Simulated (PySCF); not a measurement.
# Run report: SiH₄S₂, geometry relaxation (part 2 of 3)

Continued. System: SiH₄S₂, SMILES [SiH3]SS. Method: HF/STO-6G, RHF, COSMO solvent water (PySCF 2.14.0). The geometry: force field.

Geometry of the input (Å):
```
Si -0.8069  0.4865  -0.1725
S  0.3846  -0.1325  1.4383
S  1.3923  -1.6181  0.4648
H  -1.6648  -0.5668  -0.6295
H  0.0134  0.9575  -1.3289
H  -1.6815  1.6938  0.2700
H  2.4242  -0.8884  -0.0878
```

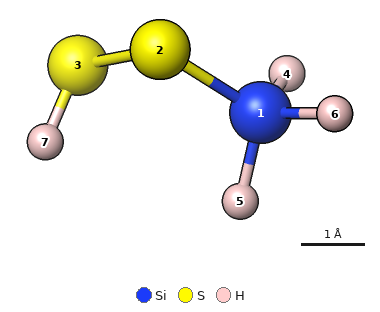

The input geometry (ball-and-stick view, seen at a tilt; atoms are numbered from 1 in the order of the input).

Output, continued:
```
----------------------------------------------
cycle 3: E = -1082.57978992  dE = -0.00301805  norm(grad) = 0.0164827
Step    2 : Displace = 3.793e-02/7.798e-02 (rms/max) Trust = 1.000e-01 (=) Grad = 6.230e-03/1.209e-02 (rms/max) E (change) = -1082.5797899151 (-3.018e-03) Quality = 0.719
Hessian Eigenvalues: 2.29121e-02 2.30002e-02 4.99999e-02 ... 2.54231e-01 2.99958e-01 3.37440e-01

Geometry optimization cycle 4
Cartesian coordinates (Angstrom)
 Atom        New coordinates             dX        dY        dZ
  Si  -0.853397   0.535673  -0.211038   -0.000681  0.000405 -0.000243
   S   0.404639  -0.115514   1.364176   -0.002153  0.004401  0.001907
   S   1.452874  -1.647862   0.455960   -0.009595  0.006945 -0.004300
   H  -1.721313  -0.506849  -0.632333   -0.005871  0.001780  0.000431
   H  -0.082155   0.969176  -1.327574   -0.003041  0.003589 -0.005414
   H  -1.622286   1.619687   0.282745    0.015768 -0.017447  0.001791
   H   2.482937  -0.922310   0.022463    0.005573  0.000327  0.005827
New geometry
   1 Si    -0.853396652437   0.535672721367  -0.211038392081 AA   -1.612685948727   1.012274735785  -0.398804762802 Bohr
   2 S      0.404638770875  -0.115514262170   1.364176497024 AA    0.764656456335  -0.218290318982   2.577919964944 Bohr
   3 S      1.452874393665  -1.647862230965   0.455960170461 AA    2.745534697421  -3.114008307539   0.861639845881 Bohr
   4 H     -1.721312859389  -0.506849385312  -0.632332590524 AA   -3.252809878938  -0.957806524643  -1.194935415727 Bohr
   5 H     -0.082155024197   0.969176055709  -1.327573965847 AA   -0.155250495490   1.831477311777  -2.508751205553 Bohr
   6 H     -1.622285525638   1.619687445151   0.282745174503 AA   -3.065675339301   3.060765678732   0.534310942853 Bohr
   7 H      2.482936897119  -0.922310343776   0.022463106458 AA    4.692070720133  -1.742913951589   0.042449119112 Bohr

******** <class 'pyscf.scf.hf.PCMRHF_Scanner'> ********
method = PCMRHF_Scanner
initial guess = minao
damping factor = 0
level_shift factor = 0
DIIS = <class 'pyscf.scf.diis.CDIIS'>
diis_start_cycle = 1
diis_space = 8
diis_damp = 0
SCF conv_tol = 1e-09
SCF conv_tol_grad = None
SCF max_cycles = 50
direct_scf = True
direct_scf_tol = 1e-13
******** <class 'pyscf.solvent.pcm.PCM'> (In testing) ********

WARN: PCM is an experimental feature. It is still in testing.
Features and APIs may be changed in the future.

lebedev_order = 29 (302 grids per sphere)
eps = 78.3553
frozen = False
Set gradient conv threshold to 3.16228e-05
PCM E_diel = -0.00270291537076817
Solvent Energy = -0.00270291537076817
init E= -1082.5832833661
  HOMO = -0.25497105087138  LUMO = 0.333699719327233  gap/eV = 16.01855
PCM E_diel = -0.00271056308088401
Solvent Energy = -0.00271056308088401
cycle= 1 E= -1082.58002230087  delta_E= 0.00326  |g|= 0.00363  |ddm|= 0.0269
  HOMO = -0.254878011831073  LUMO = 0.333473580094658  gap/eV = 16.00986
PCM E_diel = -0.00270764626369869
Solvent Energy = -0.00270764626369869
cycle= 2 E= -1082.58003275038  delta_E= -1.04e-05  |g|= 0.00133  |ddm|= 0.0102
  HOMO = -0.254917921206376  LUMO = 0.333519255070682  gap/eV = 16.01219
PCM E_diel = -0.00270720911165723
Solvent Energy = -0.00270720911165723
cycle= 3 E= -1082.5800345895  delta_E= -1.84e-06  |g|= 0.000223  |ddm|= 0.00593
  HOMO = -0.254891358580429  LUMO = 0.333516069527447  gap/eV = 16.01138
PCM E_diel = -0.00270670244810826
Solvent Energy = -0.00270670244810826
cycle= 4 E= -1082.58003464416  delta_E= -5.47e-08  |g|= 3.4e-05  |ddm|= 0.00109
  HOMO = -0.254897235666579  LUMO = 0.333512712679586  gap/eV = 16.01145
PCM E_diel = -0.00270659537909151
Solvent Energy = -0.00270659537909151
cycle= 5 E= -1082.58003464539  delta_E= -1.22e-09  |g|= 6.24e-06  |ddm|= 0.000162
  HOMO = -0.254897249640162  LUMO = 0.333512313686955  gap/eV = 16.01144
PCM E_diel = -0.00270658216252012
Solvent Energy = -0.00270658216252012
cycle= 6 E= -1082.58003464544  delta_E= -5.09e-11  |g|= 2.06e-06  |ddm|= 2.95e-05
  HOMO = -0.254897158663354  LUMO = 0.333512326020628  gap/eV = 16.01144
PCM E_diel = -0.00270658152142978
Solvent Energy = -0.00270658152142978
Extra cycle  E= -1082.58003464544  delta_E= -5.68e-12  |g|= 1.1e-06  |ddm|= 7.22e-06
converged SCF energy = -1082.58003464544

******** <class 'pyscf.grad.rhf.PCMGradients_Scanner'> for <class 'pyscf.scf.hf.PCMRHF_Scanner'> ********
unit = Eh/Bohr
--------------- PCMRHF_Scanner (+PCM) gradients ---------------
         x                y                z
0 Si    -0.0009999203    -0.0006260116     0.0022316487
1 S    -0.0002016661    -0.0000641595     0.0003832852
2 S    -0.0020973591    -0.0007891638     0.0008360623
3 H    -0.0004837414    -0.0004184085    -0.0001285532
4 H     0.0015589838     0.0009735259    -0.0022960181
5 H     0.0001814210    -0.0001944826     0.0000137588
6 H     0.0020422820     0.0011187000    -0.0010401836
----------------------------------------------
cycle 4: E = -1082.58003465  dE = -0.00024473  norm(grad) = 0.00528537
Step    3 : Displace = 1.132e-02/2.357e-02 (rms/max) Trust = 1.000e-01 (=) Grad = 1.998e-03/2.941e-03 (rms/max) E (change) = -1082.5800346454 (-2.447e-04) Quality = 0.887
Hessian Eigenvalues: 2.26339e-02 2.30006e-02 4.99975e-02 ... 2.54147e-01 2.98365e-01 3.11357e-01

Geometry optimization cycle 5
Cartesian coordinates (Angstrom)
 Atom        New coordinates             dX        dY        dZ
  Si  -0.854468   0.537260  -0.212772   -0.001071  0.001587 -0.001733
   S   0.407719  -0.115544   1.358679    0.003080 -0.000030 -0.005497
   S   1.455585  -1.649186   0.452140    0.002710 -0.001323 -0.003820
   H  -1.721684  -0.504675  -0.632667   -0.000371  0.002174 -0.000334
   H  -0.089459   0.967902  -1.325292   -0.007304 -0.001274  0.002282
   H  -1.622329   1.620842   0.282637   -0.000043  0.001154 -0.000108
   H   2.485936  -0.924598   0.031674    0.002999 -0.002288  0.009211
New geometry
   1 Si    -0.854468071522   0.537259539674  -0.212771577637 AA   -1.614710637361   1.015273387793  -0.402080008826 Bohr
   2 S      0.407718750980  -0.115544231902   1.358679133117 AA    0.770476775202  -0.218346953569   2.567531452752 Bohr
   3 S      1.455584590580  -1.649185723788   0.452140403550 AA    2.750656227333  -3.116509346501   0.854421532561 Bohr
   4 H     -1.721683963436  -0.504675414918  -0.632666530071 AA   -3.253511163950  -0.953698315996  -1.195566470014 Bohr
   5 H     -0.089458929324   0.967902420530  -1.325292112672 AA   -0.169052875820   1.829070490105  -2.504439127996 Bohr
   6 H     -1.622328758487   1.620841773218   0.282636743229 AA   -3.065757037547   3.062947042637   0.534106037441 Bohr
   7 H      2.485936381209  -0.924598362810   0.031673940482 AA    4.697738923578  -1.747237680931   0.059855072796 Bohr

******** <class 'pyscf.scf.hf.PCMRHF_Scanner'> ********
method = PCMRHF_Scanner
initial guess = minao
damping factor = 0
level_shift factor = 0
DIIS = <class 'pyscf.scf.diis.CDIIS'>
diis_start_cycle = 1
diis_space = 8
diis_damp = 0
SCF conv_tol = 1e-09
SCF conv_tol_grad = None
SCF max_cycles = 50
direct_scf = True
direct_scf_tol = 1e-13
******** <class 'pyscf.solvent.pcm.PCM'> (In testing) ********

WARN: PCM is an experimental feature. It is still in testing.
Features and APIs may be changed in the future.

lebedev_order = 29 (302 grids per sphere)
eps = 78.3553
frozen = False
Set gradient conv threshold to 3.16228e-05
PCM E_diel = -0.00265276866798636
Solvent Energy = -0.00265276866798636
init E= -1082.58317992618
  HOMO = -0.254468465470019  LUMO = 0.333620276582848  gap/eV = 16.00271
PCM E_diel = -0.00272344702409778
Solvent Energy = -0.00272344702409778
cycle= 1 E= -1082.58005514104  delta_E= 0.00312  |g|= 0.00208  |ddm|= 0.0146
  HOMO = -0.254932078341614  LUMO = 0.333401610945803  gap/eV = 16.00938
PCM E_diel = -0.00271124151821529
Solvent Energy = -0.00271124151821529
cycle= 2 E= -1082.58005882524  delta_E= -3.68e-06  |g|= 0.000853  |ddm|= 0.00614
  HOMO = -0.254944617608789  LUMO = 0.333258034770987  gap/eV = 16.00581
PCM E_diel = -0.00270859353513689
Solvent Energy = -0.00270859353513689
cycle= 3 E= -1082.58005964291  delta_E= -8.18e-07  |g|= 0.000206  |ddm|= 0.00379
  HOMO = -0.25496042730105  LUMO = 0.333284038690943  gap/eV = 16.00695
PCM E_diel = -0.00270829402715477
Solvent Energy = -0.00270829402715477
cycle= 4 E= -1082.58005969527  delta_E= -5.24e-08  |g|= 4.94e-05  |ddm|= 0.00103
  HOMO = -0.25495447820691  LUMO = 0.333292714326102  gap/eV = 16.00702
PCM E_diel = -0.00270850882145537
Solvent Energy = -0.00270850882145537
cycle= 5 E= -1082.58005969885  delta_E= -3.58e-09  |g|= 1.37e-05  |ddm|= 0.000259
  HOMO = -0.254955545877214  LUMO = 0.333291751218371  gap/eV = 16.00702
PCM E_diel = -0.00270852754993827
Solvent Energy = -0.00270852754993827
cycle= 6 E= -1082.58005969916  delta_E= -3.1e-10  |g|= 2.4e-06  |ddm|= 8.84e-05
  HOMO = -0.254955795425574  LUMO = 0.333291656015213  gap/eV = 16.00703
PCM E_diel = -0.00270852447037364
Solvent Energy = -0.00270852447037364
Extra cycle  E= -1082.58005969917  delta_E= -7.73e-12  |g|= 1.12e-06  |ddm|= 8.18e-06
converged SCF energy = -1082.58005969917

******** <class 'pyscf.grad.rhf.PCMGradients_Scanner'> for <class 'pyscf.scf.hf.PCMRHF_Scanner'> ********
unit = Eh/Bohr
--------------- PCMRHF_Scanner (+PCM) gradients ---------------
         x                y                z
0 Si     0.0004324266     0.0006213697    -0.0009372368
1 S     0.0001135891    -0.0000949554    -0.0000516426
2 S     0.0004662001     0.0004142735    -0.0001337259
3 H     0.0000602543     0.0000848107     0.0000223400
4 H    -0.0007079056    -0.0004214651     0.0010282415
5 H     0.0002400651    -0.0003033547    -0.0001331845
6 H    -0.0006046297    -0.0003006788     0.0002052083
----------------------------------------------
cycle 5: E = -1082.5800597  dE = -2.50537e-05  norm(grad) = 0.00207263
Step    4 : Displace = 5.799e-03/9.782e-03 (rms/max) Trust = 1.414e-01 (+) Grad = 7.834e-04/1.318e-03 (rms/max) E (change) = -1082.5800596992 (-2.505e-05) Quality = 0.680
Hessian Eigenvalues: 2.18471e-02 2.29997e-02 4.99796e-02 ... 2.90904e-01 3.00047e-01 3.35853e-01

Geometry optimization cycle 6
Cartesian coordinates (Angstrom)
 Atom        New coordinates             dX        dY        dZ
  Si  -0.855464   0.537608  -0.212637   -0.000996  0.000349  0.000135
   S   0.407980  -0.115531   1.357699    0.000261  0.000013 -0.000980
   S   1.455712  -1.649641   0.451060    0.000127 -0.000455 -0.001081
   H  -1.722612  -0.504694  -0.632043   -0.000928 -0.000018  0.000624
   H  -0.090054   0.969409  -1.327508   -0.000595  0.001506 -0.002216
   H  -1.623901   1.621358   0.283395   -0.001572  0.000517  0.000758
   H   2.489640  -0.926510   0.034435    0.003703 -0.001912  0.002761
New geometry
   1 Si    -0.855464070906   0.537608401559  -0.212636821289 AA   -1.616592803417   1.015932641211  -0.401825356234 Bohr
   2 S      0.407979740645  -0.115530801435   1.357699073425 AA    0.770969974191  -0.218321573664   2.565679408348 Bohr
   3 S      1.455711925677  -1.649640614969   0.451059616400 AA    2.750896855793  -3.117368966250   0.852379140847 Bohr
   4 H     -1.722612411688  -0.504693860967  -0.632042901367 AA   -3.255265676866  -0.953733173978  -1.194387982559 Bohr
   5 H     -0.090054134997   0.969408613945  -1.327508311171 AA   -0.170177651528   1.831916783151  -2.508627136197 Bohr
   6 H     -1.623900890942   1.621358478059   0.283394590749 AA   -3.068727937317   3.063923473273   0.535538161698 Bohr
   7 H      2.489639842212  -0.926510216192   0.034434753251 AA    4.704737450585  -1.750850560214   0.065072252811 Bohr

******** <class 'pyscf.scf.hf.PCMRHF_Scanner'> ********
method = PCMRHF_Scanner
initial guess = minao
damping factor = 0
level_shift factor = 0
DIIS = <class 'pyscf.scf.diis.CDIIS'>
diis_start_cycle = 1
diis_space = 8
diis_damp = 0
SCF conv_tol = 1e-09
SCF conv_tol_grad = None
SCF max_cycles = 50
direct_scf = True
direct_scf_tol = 1e-13
******** <class 'pyscf.solvent.pcm.PCM'> (In testing) ********

WARN: PCM is an experimental feature. It is still in testing.
Features and APIs may be changed in the future.

lebedev_order = 29 (302 grids per sphere)
eps = 78.3553
frozen = False
Set gradient conv threshold to 3.16228e-05
PCM E_diel = -0.00272741115825745
Solvent Energy = -0.00272741115825745
init E= -1082.57912846098
  HOMO = -0.255048470649748  LUMO = 0.332974568422217  gap/eV = 16.00092
PCM E_diel = -0.00270419449358943
Solvent Energy = -0.00270419449358943
cycle= 1 E= -1082.58006325779  delta_E= -0.000935  |g|= 0.00083  |ddm|= 0.00606
  HOMO = -0.254945100989569  LUMO = 0.333076811099462  gap/eV = 16.00089
PCM E_diel = -0.00270622319134165
Solvent Energy = -0.00270622319134165
cycle= 2 E= -1082.58006386079  delta_E= -6.03e-07  |g|= 0.000357  |ddm|= 0.00251
  HOMO = -0.254935175714633  LUMO = 0.333118971013434  gap/eV = 16.00177
PCM E_diel = -0.00270631992122609
Solvent Energy = -0.00270631992122609
cycle= 3 E= -1082.58006400558  delta_E= -1.45e-07  |g|= 4.89e-05  |ddm|= 0.0018
  HOMO = -0.254934825341325  LUMO = 0.333108977575282  gap/eV = 16.00149
PCM E_diel = -0.00270628417862907
Solvent Energy = -0.00270628417862907
cycle= 4 E= -1082.58006400822  delta_E= -2.64e-09  |g|= 1.54e-05  |ddm|= 0.000211
  HOMO = -0.254937195183414  LUMO = 0.333107369086416  gap/eV = 16.00151
PCM E_diel = -0.00270625357302959
Solvent Energy = -0.00270625357302959
cycle= 5 E= -1082.58006400857  delta_E= -3.5e-10  |g|= 4.5e-06  |ddm|= 7.99e-05
  HOMO = -0.254937032439092  LUMO = 0.333107700889399  gap/eV = 16.00151
PCM E_diel = -0.00270626300546541
Solvent Energy = -0.00270626300546541
Extra cycle  E= -1082.5800640086  delta_E= -2.55e-11  |g|= 2.37e-06  |ddm|= 1.62e-05
converged SCF energy = -1082.5800640086

******** <class 'pyscf.grad.rhf.PCMGradients_Scanner'> for <class 'pyscf.scf.hf.PCMRHF_Scanner'> ********
unit = Eh/Bohr
--------------- PCMRHF_Scanner (+PCM) gradients ---------------
         x                y                z
0 Si    -0.0001279815     0.0000185492     0.0000736033
1 S    -0.0000194609    -0.0000170955    -0.0000116000
2 S     0.0001652802     0.0000370894    -0.0000081391
3 H     0.0000346076     0.0000393697     0.0000322500
4 H     0.0000549604     0.0000026071    -0.0000635539
5 H     0.0000073401    -0.0000095554    -0.0000303389
6 H    -0.0001147459    -0.0000709644     0.0000077786
----------------------------------------------
cycle 6: E = -1082.58006401  dE = -4.30943e-06  norm(grad) = 0.000286162
Step    5 : Displace = 2.406e-03/4.935e-03 (rms/max) Trust = 1.414e-01 (=) Grad = 1.082e-04/1.696e-04 (rms/max) E (change) = -1082.5800640086 (-4.309e-06) Quality = 1.009
Hessian Eigenvalues: 2.01243e-02 2.29964e-02 4.98560e-02 ... 2.93662e-01 3.00878e-01 3.31674e-01

Geometry optimization cycle 7
Cartesian coordinates (Angstrom)
 Atom        New coordinates             dX        dY        dZ
  Si  -0.855591   0.537668  -0.212898   -0.000127  0.000060 -0.000261
   S   0.408350  -0.115136   1.357104    0.000370  0.000395 -0.000595
   S   1.455027  -1.649493   0.449823   -0.000685  0.000148 -0.001237
   H  -1.722835  -0.504839  -0.632126   -0.000223 -0.000145 -0.000083
   H  -0.091003   0.969963  -1.327963   -0.000949  0.000555 -0.000455
   H  -1.624063   1.621181   0.283856   -0.000163 -0.000178  0.000462
   H   2.491415  -0.927344   0.036604    0.001775 -0.000834  0.002169
New geometry
   1 Si    -0.855590802405   0.537668170971  -0.212897590989 AA   -1.616832291242   1.016045589032  -0.402318139549 Bohr
   2 S      0.408349934019  -0.115136252349   1.357104236539 AA    0.771669538279  -0.217575983948   2.564555329545 Bohr
   3 S      1.455027168621  -1.649493104158   0.449822654216 AA    2.749602852495  -3.117090211217   0.850041621092 Bohr
   4 H     -1.722835130539  -0.504839295180  -0.632126038717 AA   -3.255686554499  -0.954008004809  -1.194545089381 Bohr
   5 H     -0.091002777970   0.969963377349  -1.327963318173 AA   -0.171970326937   1.832965134048  -2.509486974815 Bohr
   6 H     -1.624063438975   1.621180932839   0.283856114312 AA   -3.069035108582   3.063587961432   0.536410314834 Bohr
   7 H      2.491415047250  -0.927343829476   0.036603942810 AA    4.708092101923  -1.752425861014   0.069171426990 Bohr

******** <class 'pyscf.scf.hf.PCMRHF_Scanner'> ********
method = PCMRHF_Scanner
initial guess = minao
damping factor = 0
level_shift factor = 0
DIIS = <class 'pyscf.scf.diis.CDIIS'>
diis_start_cycle = 1
diis_space = 8
diis_damp = 0
SCF conv_tol = 1e-09
SCF conv_tol_grad = None
SCF max_cycles = 50
direct_scf = True
direct_scf_tol = 1e-13
******** <class 'pyscf.solvent.pcm.PCM'> (In testing) ********

WARN: PCM is an experimental feature. It is still in testing.
Features and APIs may be changed in the future.

lebedev_order = 29 (302 grids per sphere)
eps = 78.3553
frozen = False
Set gradient conv threshold to 3.16228e-05
PCM E_diel = -0.00270958417490454
Solvent Energy = -0.00270958417490454
init E= -1082.57997219722
  HOMO = -0.254932429796478  LUMO = 0.333151504440386  gap/eV = 16.00258
PCM E_diel = -0.00270390290758331
Solvent Energy = -0.00270390290758331
cycle= 1 E= -1082.58006385155  delta_E= -9.17e-05  |g|= 0.00065  |ddm|= 0.00482
  HOMO = -0.254920217169349  LUMO = 0.333161673366079  gap/eV = 16.00252
PCM E_diel = -0.00270377219718265
Solvent Energy = -0.00270377219718265
cycle= 2 E= -1082.58006423122  delta_E= -3.8e-07  |g|= 0.000283  |ddm|= 0.00203
  HOMO = -0.254911872916716  LUMO = 0.333179581672183  gap/eV = 16.00278
PCM E_diel = -0.0027033700844113
Solvent Energy = -0.0027033700844113
cycle= 3 E= -1082.58006432155  delta_E= -9.03e-08  |g|= 1.66e-05  |ddm|= 0.00155
  HOMO = -0.254912620462703  LUMO = 0.333174681331556  gap/eV = 16.00267
PCM E_diel = -0.00270334789274202
Solvent Energy = -0.00270334789274202
cycle= 4 E= -1082.58006432185  delta_E= -2.99e-10  |g|= 6.31e-06  |ddm|= 6.09e-05
  HOMO = -0.254913218061082  LUMO = 0.333174703176883  gap/eV = 16.00269
PCM E_diel = -0.0027033430974357
Solvent Energy = -0.0027033430974357
Extra cycle  E= -1082.58006432189  delta_E= -4.66e-11  |g|= 3.25e-06  |ddm|= 2.11e-05
converged SCF energy = -1082.58006432189

******** <class 'pyscf.grad.rhf.PCMGradients_Scanner'> for <class 'pyscf.scf.hf.PCMRHF_Scanner'> ********
unit = Eh/Bohr
--------------- PCMRHF_Scanner (+PCM) gradients ---------------
         x                y                z
0 Si     0.0000371460     0.0000028411    -0.0000079753
1 S     0.0000000700    -0.0000165598     0.0000017133
2 S    -0.0000788987    -0.0000379152     0.0000554343
3 H    -0.0000289677    -0.0000213745     0.0000015077
4 H    -0.0000012762    -0.0000106216    -0.0000068734
5 H    -0.0000063744     0.0000278568     0.0000091195
6 H     0.0000783010     0.0000557732    -0.0000529261
----------------------------------------------
cycle 7: E = -1082.58006432  dE = -3.13298e-07  norm(grad) = 0.000163911
Step    6 : Displace = 1.355e-03/2.798e-03 (rms/max) Trust = 2.000e-01 (+) Grad = 6.195e-05/1.097e-04 (rms/max) E (change) = -1082.5800643219 (-3.133e-07) Quality = 1.158
Hessian Eigenvalues: 1.12149e-02 2.30610e-02 4.86076e-02 ... 2.92603e-01 3.20308e-01 3.87005e-01
```
